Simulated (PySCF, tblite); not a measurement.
# C₅H₆B₂F₂Si: geometry, infrared bands and NMR shifts

What infrared bands and NMR shifts should C₅H₆B₂F₂Si (`C#C[SiH2]C#CBCB(F)F`) show?

Programs: tblite 0.8.0 and PySCF 2.14.0, with density-fitted response routines of our own. Each step states its level of theory. These are calculated values for one molecule in the gas phase, unless marked as measured. Atoms count from 0, in the outputs and in this text.

## (1) The starting structure

16 atoms, charge 0, multiplicity 1; geometry from: force field or distance geometry start.

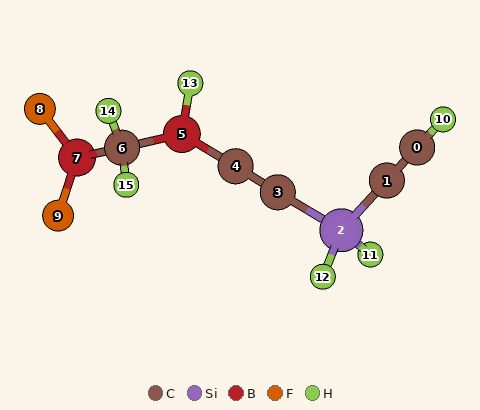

As it starts; carbon brown, silicon purple, boron red, fluorine orange, hydrogen green, atoms numbered; sticks join atoms by distance.

## (2) Relaxing the molecule with GFN2-xTB

The job: settings as JSON, then the geometry in Å.

```
{"job": {"kind": "relax", "xc": "GFN2-xTB", "basis": "xTB"}, "charge": 0, "multiplicity": 1}
C      4.773800    -0.307600     0.396500
C      3.869700    -0.027100    -0.378300
Si     2.526800     0.350600    -1.538900
C      0.963400     0.579500    -0.621800
C     -0.066800     0.719800     0.007300
B     -1.395100     0.930600     0.783600
C     -2.469200    -0.246500     0.658300
B     -3.843100     0.468000     0.388800
F     -4.726700     0.663900     1.533000
F     -4.389900     0.386000    -0.936900
H      5.548400    -0.556900     1.055400
H      2.755800     1.581800    -2.275300
H      2.382000    -0.781100    -2.470800
H     -1.217100     1.292800     1.915600
H     -2.527300    -0.830100     1.597800
H     -2.192300    -0.947300    -0.125600
```

Run with:

```bash
OMP_NUM_THREADS=1 python probes_run.py task.json out
```

The driver reads the jobs from task.json and runs them one after another.

**Question.** This job is followed by: GFN2-xTB harmonic vibrations, gas phase; GIAO PBE0/pcSseg-1 NMR shielding, non-relativistic, gas phase. What will the session give for the following? strongest single infrared mode (GFN2-xTB); zero-point energy (GFN2-xTB); 13C shifts against TMS (PBE0/pcSseg-1); 1H shifts against TMS (PBE0/pcSseg-1, means over atoms taken as alike); 29Si shifts against TMS (PBE0/pcSseg-1); 11B shifts against BF3·OEt2 (PBE0/pcSseg-1); 19F shifts against CFCl3 (PBE0/pcSseg-1, means over atoms taken as alike).

As calculated:

| quantity | value |
| --- | --- |
| strongest single infrared mode (GFN2-xTB) | 726 cm⁻¹, 484 km/mol |
| zero-point energy (GFN2-xTB) | 58.0 kcal/mol |
| 13C shifts against TMS (PBE0/pcSseg-1) | 148.9, 126.9, 105.3, 82.7, 30.1 ppm |
| 1H shifts against TMS (PBE0/pcSseg-1, means over atoms taken as alike) | 6.82, 4.94, 2.20, 1.98 ppm |
| 29Si shifts against TMS (PBE0/pcSseg-1) | -92.4 ppm |
| 11B shifts against BF3·OEt2 (PBE0/pcSseg-1) | 66.9, 25.8 ppm |
| 19F shifts against CFCl3 (PBE0/pcSseg-1, means over atoms taken as alike) | -59.8 ppm |

**Reading.** Relaxing lowered the energy by 1.285 eV in 130 steps; the close pair that moved most is B7–F8, from 1.459 to 1.321 Å. The lowest mode is slightly imaginary (6i cm⁻¹), a soft motion within the noise of the Hessian, so the minimum is not strictly shown. The strongest single mode, at 726 cm⁻¹, has its largest shares on Si2, H12 and H11 (the list is cut at 3 atoms). Unscaled tight-binding wavenumbers are off by several per cent, some by more. Its intensities can rank the bands wrongly. At PBE0/pcSseg-1: Shielding is most anisotropic at C4 (span 330 ppm, paramagnetic term -201 ppm).
